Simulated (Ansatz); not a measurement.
# Pressure series in AgRhO2

Base system: AgRhO$_{2}$ (space group R-3m, No. 166; a = 3.0535 Å, c = 18.5756 Å (hexagonal axes); a model cell, its experimental status unchecked).

Cell and atoms are relaxed at each pressure.

Calculations: PBEsol (Ansatz, a program for electronic structure, PAW, no spin-orbit coupling).

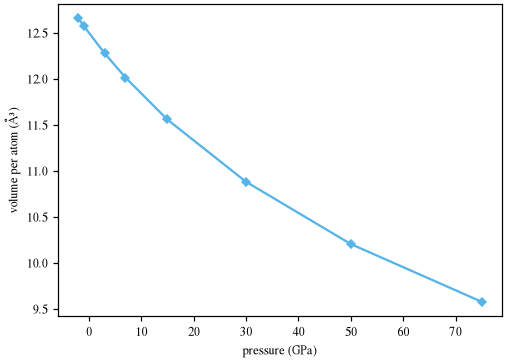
Figure: Volume against pressure

Task: Estimate the zero-pressure bulk modulus from the plot.

Result: About 160 GPa; a third-order Birch–Murnaghan fit to the points gives V₀ = 12.50 Å³/atom, B₀ = 163 GPa and B₀′ = 4.1.

Load acts through the strain it causes; cell and atoms are relaxed under it. Stability against distortions was not tested. Competing high-pressure phases were not computed.
